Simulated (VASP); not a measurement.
Band structure of CsBr (CsCl type). These are r2SCAN meta-GGA, VASP's PBE PAW potentials (set 64) (plane waves; VASP) values and carry that method's errors.

Unless said otherwise, spin-orbit coupling is left out, though it shifts the bands of the heavy elements here.

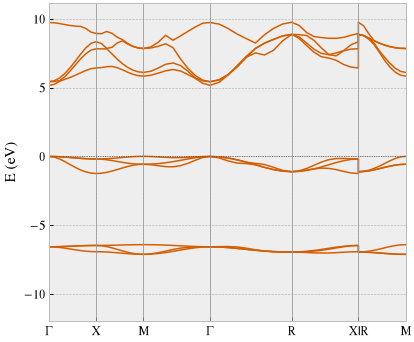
*Bands along high-symmetry lines, zero at the valence-band maximum or, without a gap, the Fermi level*

### Question
Read the plot: is there a gap, and where are the band edges?

### Answer
The gap is indirect, 5.16 eV, from the valence maximum at M to the conduction minimum at Γ.

Measured: gap 7.30 eV (computed value off by -2.14 eV), as given by Aguado et al., (1998), arXiv:cond-mat/9809176.

The compound is CsBr in the CsCl type structure. It was relaxed first.
